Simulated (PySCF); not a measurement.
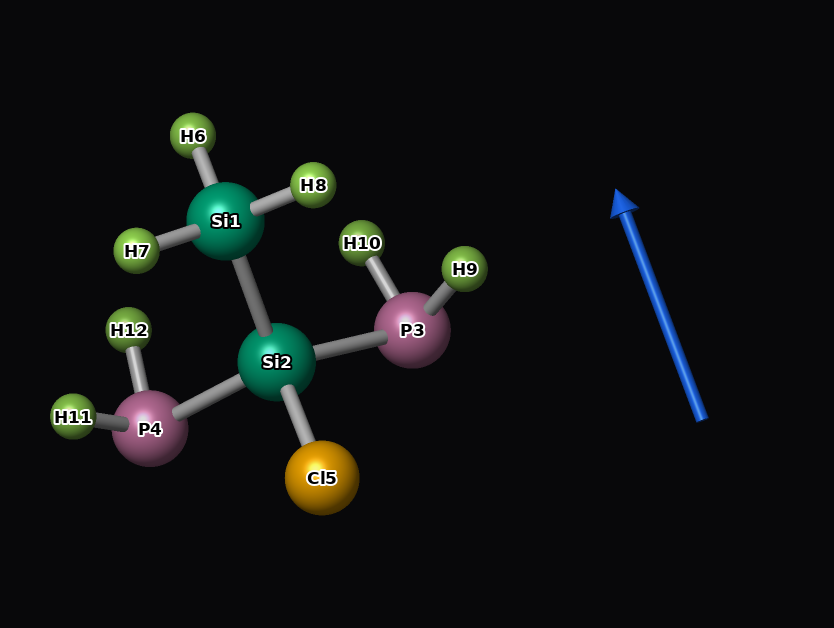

The arrow beside the molecule shows the direction of the dipole moment, from the negative to the positive end (its length means nothing). The geometry was computed by an optimisation with PBE0-D3(BJ)/def2-SVP. No frequency run is at hand to confirm it as a minimum. Level of theory: HF/def2-SVPD, gas phase (PySCF 2.14.0).

> How large is the dipole moment?

2.41 D; it points from the side of Cl5 to the side of H6 (the outermost atoms at the two ends).
